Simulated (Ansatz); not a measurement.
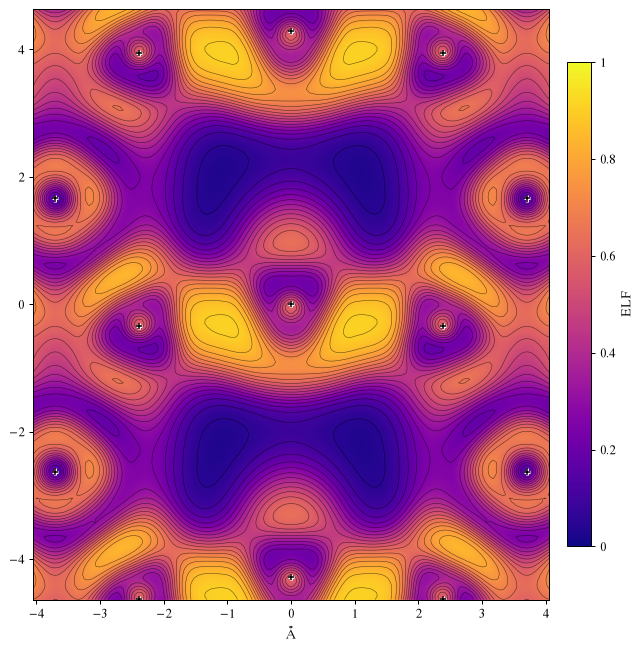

The ELF on a plane through atoms (crosses mark nuclei in the plane).

The calculation used DFT PBE, scalar-relativistic, plane waves, PAW (Ansatz).

Candidates:
A. Be3ZnSe, a = 3.80 Å, b = 5.76 Å, c = 6.45 Å, α = 90.00°, β = 90.00°, γ = 90.00°. Space group Pmmn; a generated structure, not necessarily the stable one.
B. Si6Ru, a = 3.67 Å, b = 7.41 Å, c = 4.29 Å, α = 90.00°, β = 90.00°, γ = 90.00°. Space group Pmm2; a generated structure, not necessarily the stable one; changed on purpose from its base cell (the structure that the rattled cell fell into); computed without spin polarisation.
C. TiAsS3, a = 7.16 Å, b = 10.50 Å, c = 7.29 Å, α = 90.00°, β = 112.69°, γ = 90.00°. Space group C2/m; a generated structure, not necessarily the stable one; changed on purpose from its base cell (volume × 1.03, shape and atoms relaxed); computed without spin polarisation.

Which system is this?

Candidate B: Si6Ru on the (100) plane of the conventional cell, which holds Si and Ru. Si–Ru (2.40 Å): the ELF peaks at about 0.85 in the valence shell of Si, 0.8 Å from its nucleus, and is about 0.45 at the midpoint. Si–Si (2.41 Å): the ELF peaks at about 0.90 between the atoms.
